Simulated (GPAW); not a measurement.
**How TiO2 (Anatase) absorbs and reflects light**

Aim: the dielectric function of TiO2 (Anatase), and the optical constants that follow from it.

Method: DFT, PBE, plane-wave PAW (GPAW data sets), scalar-relativistic, RPA, optical limit, in GPAW 26.7.0.

## Step 1: Starting point

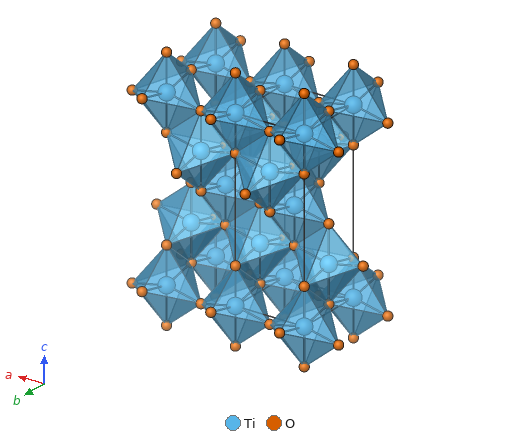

The starting structure, seen from a free direction (titanium blue, oxygen orange). 2×1×1 cells are drawn. This picture shows the conventional cell, with its axes. Some periodic images of atoms are drawn too.

## Step 2: Ground state

First the ground state: is it a metal or has it a gap?

This step: DFT, PBE, plane-wave PAW (GPAW data sets), scalar-relativistic, ground state (GPAW 26.7.0).

Contents of gs.py:

```python
from ase import Atoms
from ase.dft.bandgap import bandgap
from gpaw import GPAW, PW, FermiDirac

atoms = Atoms(['Ti', 'Ti', 'O', 'O', 'O', 'O'],
              cell=[[-1.892100000000, 1.892100000000, 4.757300000000],
                    [1.892100000000, -1.892100000000, 4.757300000000],
                    [1.892100000000, 1.892100000000, -4.757300000000]],
              scaled_positions=[[0.750000000000, 0.250000000000, 0.500000000000],
                                [0.000000000000, 0.000000000000, 0.000000000000],
                                [0.791900000000, 0.791900000000, 0.000000000000],
                                [0.541900000000, 0.041900000000, 0.500000000000],
                                [0.958100000000, 0.458100000000, 0.500000000000],
                                [0.208100000000, 0.208100000000, 0.000000000000]],
              pbc=[True, True, True])
atoms.calc = GPAW(mode=PW(550), xc='PBE', kpts={'size': (9, 9, 9), 'gamma': True},
                  occupations=FermiDirac(0.05), maxiter=150, txt='gs.txt')
print('energy (eV)', atoms.get_potential_energy())
print('Fermi level (eV)', atoms.calc.get_fermi_level())
print('valence electrons', atoms.calc.get_number_of_electrons())
print('gap (eV)', bandgap(atoms.calc, output=None)[0])
print('direct gap (eV)', bandgap(atoms.calc, direct=True, output=None)[0])
atoms.calc.write('gs.gpw')
```

Started as:

```bash
> OMP_NUM_THREADS=1 python gs.py
```

Numbers of over 12 decimals in the logs are rounded to 6 here.

Output:

```text
__  _  _
 | _ |_)|_||  |
 |__||  | ||/\| - 26.7.0

Versions:
  Python: 3.12.14
  ASE:    3.29.0
  Numpy:  2.5.5
  Scipy:  1.18.1
  Libxc:  7.0.0

Input parameters:
  mode=PW(ecut=550.0),
  kpts=MonkhorstPack(size=(9, 9, 9), gamma=True),
  maxiter=150,
  occupations=Occupations(name='fermi-dirac', width=0.05, fixmagmom=False),
  xc=XC(name='PBE')

Diagonalizing LCAO Hamiltonian
Converting LCAO to pw mode

       O

         O

         Ti

       O O

       Ti

Atoms  # Å, Bohr magnetons
|   | symbol |         x |         y |        z |    initial magnetic moments |
| 0 |     Ti |  0.000000 |  1.892100 | 2.378650 | ( 0.0000,  0.0000,  0.0000) |
| 1 |     Ti |  0.000000 |  0.000000 | 0.000000 | ( 0.0000,  0.0000,  0.0000) |
| 2 |      O | -0.000000 |  0.000000 | 7.534612 | ( 0.0000,  0.0000,  0.0000) |
| 3 |      O |  0.000000 |  1.892100 | 0.398662 | ( 0.0000,  0.0000,  0.0000) |
| 4 |      O |  0.000000 |  1.892100 | 4.358638 | ( 0.0000,  0.0000,  0.0000) |
| 5 |      O |  0.000000 | -0.000000 | 1.979988 | ( 0.0000,  0.0000,  0.0000) |

Unit cell  # Å
| periodic |         x |         y |         z |  lengths |     angles |
|      yes | -1.892100 |  1.892100 |  4.757300 | 5.458204 | 139.434593 |
|      yes |  1.892100 | -1.892100 |  4.757300 | 5.458204 | 139.434593 |
|      yes |  1.892100 |  1.892100 | -4.757300 | 5.458204 |  58.712803 |

Number of symmetries: 8
Symmetry operations  # r_c * U_cc + t_c -> r_c
|   | kind |            matrix            |
| 0 |  σ   |  1, 1, 1,  0, 0,-1,  0,-1, 0 |
| 1 |  E   |  1, 0, 0,  0, 1, 0,  0, 0, 1 |
| 2 |  C2  |  0, 1, 0,  1, 0, 0, -1,-1,-1 |
| 3 |  S4  |  0, 0, 1, -1,-1,-1,  0, 1, 0 |
| 4 |  σ   |  0, 0,-1,  1, 1, 1, -1, 0, 0 |
| 5 |  C2  |  0,-1, 0, -1, 0, 0,  0, 0,-1 |
| 6 |  C2  | -1, 0, 0,  0,-1, 0,  1, 1, 1 |
| 7 |  S4  | -1,-1,-1,  0, 0, 1,  1, 0, 0 |

BZ-sampling:
  Number of BZ points: 729
  Number of IBZ points: 75

  Monkhorst-Pack size: [9, 9, 9]
  Monkhorst-Pack shift: [0, 0, 0]

K-points  # in reciprocal-cell coordinates
|     |                                coordinates |     weight |
|   0 | (  0.00000000,   0.00000000,   0.00000000) | 0.00137174 |
|   1 | (  0.11111111,  -0.11111111,   0.00000000) | 0.00548697 |
|   2 | (  0.11111111,  -0.11111111,   0.11111111) | 0.00548697 |
|   3 | (  0.11111111,   0.00000000,   0.00000000) | 0.01097394 |
|   4 | (  0.11111111,   0.11111111,  -0.11111111) | 0.00274348 |
|   5 | (  0.22222222,  -0.22222222,   0.00000000) | 0.00548697 |
|   6 | (  0.22222222,  -0.22222222,   0.11111111) | 0.01097394 |
|   7 | (  0.22222222,  -0.22222222,   0.22222222) | 0.00548697 |
|   8 | (  0.22222222,  -0.11111111,   0.00000000) | 0.02194787 |
|   9 | (  0.22222222,  -0.11111111,   0.11111111) | 0.01097394 |
| ... |                                            |            |
|  74 | (  0.44444444,   0.44444444,   0.44444444) | 0.01097394 |

Plane wave coefficients: 2019
Cutoff: 550.0 eV

Spin-components: 1 (collinear spins)
Bands:           33
Projectors:      32
Spin-degeneracy: 2
Datatype:        complex128

Parallelization:
  kpt:    1
  domain: 1
  band:   1

Density:
  Valence electrons: 48.0
  Components: 1
  Grid points: [30 30 30]
  Charge: 0.0  # |e|

Potential:
  Grid points: [30 30 30]

species:
  Ti:
    name:    Titanium
    id:
    Z:       22.0
    valence: 12
    core:    10
    charge:  0.0  # [|e|]
    compensation charges:
      type: gauss
      rc: 0.38  # [Å]
      lmax: 2
    cutoffs:
      filter: 2.23  # [Å]
      core: 1.02  # [Å]
    projectors
    | kind |    occ | energy [eV] | rcut [Å] |
    |   3s |  2.000 |     -62.623 |    1.270 |
    |   4s |  2.000 |      -4.466 |    1.270 |
    |   3p |  6.000 |     -38.862 |    1.058 |
    |   4p |  0.000 |      -1.466 |    1.058 |
    |   3d |  2.000 |      -4.258 |    1.058 |
    |    d |        |      22.953 |    1.058 |

    Using partial waves for Ti as LCAO basis

  O:
    name:    Oxygen
    id:
    Z:       8.0
    valence: 6
    core:    2
    charge:  0.0  # [|e|]
    compensation charges:
      type: gauss
      rc: 0.21  # [Å]
      lmax: 2
    cutoffs:
      filter: 1.17  # [Å]
      core: 0.83  # [Å]
    projectors
    | kind |    occ | energy [eV] | rcut [Å] |
    |   2s |  2.000 |     -23.961 |    0.688 |
    |   2p |  4.000 |      -9.029 |    0.598 |
    |    s |        |       3.251 |    0.688 |
    |    p |        |      18.182 |    0.598 |
    |    d |        |       0.000 |    0.619 |

    Using partial waves for O as LCAO basis

Reference energy: -54611.437768  # eV

eigensolver:
  PPCG
  Converge bands: occupied
  niter=2

density mixing:
  MSR1-Mixer
  Pratt-step length: 0.05
  Maximum mixing coefficient: 0.75
  Old densities: 10
  SVD Regularization: 0.005
  Good broyden scale: 1.0
  Trust region scale: 1.0
  Backstep threshold: 4.0
  History deletion threshold: 6.0
  Fourier metric: weight=20.0, sigma=0.015

occupation numbers:
  Fermi-Dirac:
    width: 0.0500  # eV

poisson solver:
  ecut: 4400.0  # eV

xc functional:
  name: PBE with 2 nearest neighbor stencil

convergence criteria:
- Maximum [total energy] change in last 3 cyles: 0.0005 eV / valence electron
- Maximum integral of absolute [dens]ity change: 0.0001 electrons / valence electron
- Maximum integral of absolute [eigenst]ate change: 4e-08 eV^2 / valence electron
maximum number of iterations: 150

SCF iterations
|iter     |      energy | eigst |  dens |
|iter:   1||  -60.646551 | -0.21 |       |
|iter:   2||  -57.678888 | -1.43 | -0.78 |
|iter:   3||  -52.076705 | +0.15 | -0.84 |
|iter:   4||  -51.589345 | -0.97 | -1.32 |
|iter:   5||  -51.567569 | -1.92 | -1.60 |
|iter:   6||  -51.564039 | -3.24 | -2.04 |
|iter:   7||  -51.563971c| -3.86 | -2.78 |
|iter:   8||  -51.563948c| -5.03 | -3.23 |
|iter:   9||  -51.563943c| -5.88 | -3.80 |
|iter:  10||  -51.563944c| -7.14 | -4.16c|
|iter:  11||  -51.563944c| -7.82c| -4.78c|

Converged in 11 steps
SCF loop duration: 138.017 s (12.547 s/step)
Energy contributions relative to reference atoms: (reference = -54611.437768)

Energy contributions:
  Kinetic:          55.977202
  Coulomb:         -64.233995
  Zero:              0.729527
  External:          0.000000
  Xc:              -44.036679
  Entropy:          -0.000000
  Spinorbit:         0.000000
  ----------------------------
  Free energy:     -51.563944
  Extrapolated:    -51.563944

dipole moment: (-26.576938, -6.877834, 11.372162)  # |e|*Ang

Fermi level: 5.150
Eigenvalues  # (at kpt = [0.000, 0.000, 0.000])
| band index |      eig [eV] | occ [0-2] |
|          0 |       -52.198 |     2.000 |
|        ... |               |           |
|         16 |         2.060 |     2.000 |
|         17 |         2.060 |     2.000 |
|         18 |         2.104 |     2.000 |
|         19 |         3.360 |     2.000 |
|         20 |         3.379 |     2.000 |
|         21 |         3.379 |     2.000 |
|         22 |         3.665 |     2.000 |
|         23 |         3.665 |     2.000 |
|         24 |         6.266 |     0.000 |
|         25 |         7.008 |     0.000 |
|         26 |         8.151 |     0.000 |
|         27 |         8.152 |     0.000 |
|         28 |         8.175 |     0.000 |
|         29 |         8.175 |     0.000 |
|         30 |         9.196 |     0.000 |
|         31 |         9.477 |     0.000 |
|         32 |        10.491 |     0.000 |

Gap: 2.128 eV
Transition (v -> c):
  (s=0, k=34, n=23, [0.44, -0.44, 0.00]) -> (s=0, k=0, n=24, [0.00, 0.00, 0.00])
Direct/indirect transitions are different
Direct gap: 2.478 eV
Transition at: (s=0, k=13, n=23, [0.22, 0.22, -0.22])

--- standard output ---
energy (eV) -51.563944
Fermi level (eV) 5.149980
valence electrons 48.0
gap (eV) 2.128130
direct gap (eV) 2.477807
```

Elapsed: 2.5 min, on 1 thread of Arm Neoverse V2, shared host; peak memory 0.29 GiB.

Numbers from this step:

```
energy                 : -51.5639 eV
Fermi energy           : 5.150 eV
gap on the k-mesh      : 2.128 eV
direct gap on the mesh : 2.478 eV
electrons              : 48
```

There is a gap, 2.13 eV on this mesh (points off the mesh can give less), so no carriers' term is needed.

## Step 3: Bands for the response

The response needs many more empty bands than the density does.

This step: DFT, PBE, plane-wave PAW (GPAW data sets), scalar-relativistic, bands at fixed density (GPAW 26.7.0).

Contents of nscf.py:

```python
from ase.dft.bandgap import bandgap
from gpaw import GPAW, FermiDirac

calc = GPAW('gs.gpw').fixed_density(kpts={'size': (11, 11, 11), 'gamma': True}, nbands=68, convergence={'bands': 62},
                                    occupations=FermiDirac(0.001), txt='nscf.txt')
print('gap (eV)', bandgap(calc, output=None)[0])
print('direct gap (eV)', bandgap(calc, direct=True, output=None)[0])
print('top band over the Fermi level (eV)', min(calc.get_eigenvalues(kpt=k)[61] for k in range(len(calc.get_ibz_k_points()))) - calc.get_fermi_level())
calc.write('full.gpw', mode='all')
```

Started as:

```bash
> OMP_NUM_THREADS=1 python nscf.py
```

Output:

```text
Diagonalizing LCAO Hamiltonian
Converting LCAO to pw mode
convergence criteria:
- Maximum integral of absolute [eigenst]ate change: 4e-08 eV^2 / valence electron
maximum number of iterations: 150

SCF iterations
|iter     |      energy | eigst |  dens |
|iter:   1||             | +3.03 |       |
|iter:   2||             | +1.81 |       |
|iter:   3||             | +0.55 |       |
|iter:   4||             | -0.47 |       |
|iter:   5||             | -1.27 |       |
|iter:   6||             | -1.93 |       |
|iter:   7||             | -2.60 |       |
|iter:   8||             | -3.27 |       |
|iter:   9||             | -3.99 |       |
|iter:  10||             | -4.70 |       |
|iter:  11||             | -5.47 |       |
|iter:  12||             | -6.07 |       |
|iter:  13||             | -6.60 |       |
|iter:  14||             | -7.04 |       |
|iter:  15||             | -7.40c|       |
SCF steps: 15
  __  _  _
 | _ |_)|_||  |
 |__||  | ||/\| - 26.7.0

Versions:
  Python: 3.12.14
  ASE:    3.29.0
  Numpy:  2.5.5
  Scipy:  1.18.1
  Libxc:  7.0.0

Input parameters:
  mode=PW(ecut=550.0),
  convergence={'bands': 62},
  gpts=array([30, 30, 30]),
  kpts=MonkhorstPack(size=(11, 11, 11), gamma=True),
  maxiter=150,
  nbands=68,
  occupations=Occupations(name='fermi-dirac', width=0.001, fixmagmom=False),
  parallel={},
  xc=XC(name='PBE')

--- standard output ---
gap (eV) 2.130830
direct gap (eV) 2.476756
top band over the Fermi level (eV) 31.513840
```

Elapsed: 10 min, on 1 thread; peak memory 0.55 GiB.

Numbers from this step:

* gap on the k-mesh: 2.131 eV
* direct gap on the mesh: 2.477 eV

(Continued in part 2 of 2.)

[Machine, clock and banner lines and Python warnings are left out of the logs.]

[Logs are printed without paths, hosts, clocks, repeated set-up lines and the standing remarks that a program may print on its own settings, such as how far it seeks lower states.]

[Hosts, paths, dates, database ids (printed as entryN), source tags and the programs' standing remarks are cut or masked in the printed files.]
